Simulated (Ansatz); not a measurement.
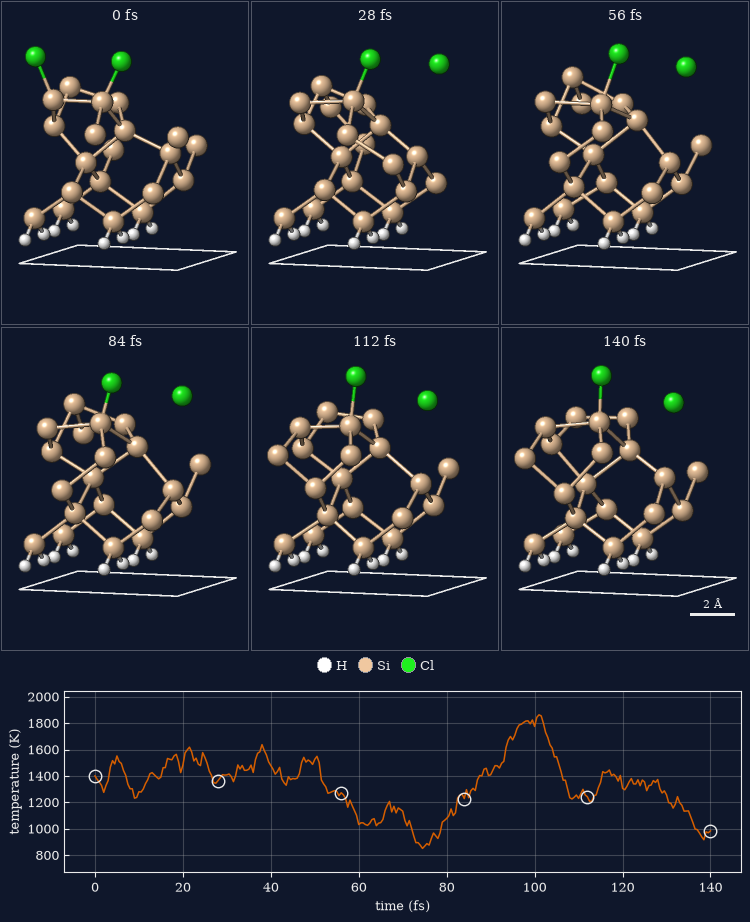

First-principles dynamics of Cl2 on Si(100)-2x1, underside capped with H (30 atoms in the cell), 140 fs long. It starts from the last geometry of an earlier run, with fresh velocities. Frames and the history of the run. The picture is a ball-and-stick view of the simulation cell, with the vacuum cut short, seen slightly off an axis. Atoms that leave the cell re-enter on the other side. Bonds to atoms that aren't drawn are left out.

Method: Ansatz, DFT PBE, scalar-relativistic, plane waves, PAW. Settings: plane-wave cutoff 420 eV; k-point mesh 2 × 2 × 1; Fermi-Dirac smearing 0.05 eV; 12 atoms held fixed; Langevin thermostat (NVT); set temperature 1400 K; time step 0.5 fs; friction 0.01 per fs.

Describe the run.

Answer. The mean temperature in the second half is 1309 K (standard deviation 254 K). The potential energy in the second half lies on average 44.7 meV per atom above the first frame. In the second half of the run the atoms are, in the root-mean-square, this far from where they began (common drift taken out): Cl 0.99 Å, Si 0.44 Å. Against the typical shortest distance between atoms in the first frame, about 2.3 Å these are large excursions, but over 140 fs one can't yet tell strong vibration from the start of diffusion.

Limits of the set-up: the periodic images lie only 7.7 Å apart, so the values are limited by the cell's size.

Cost: 22 min on 2 threads of Intel(R) Xeon(R) 6975P-C (Granite Rapids) (shared host), peak memory 1.5 GiB.

PAW datasets: the set soft_1.
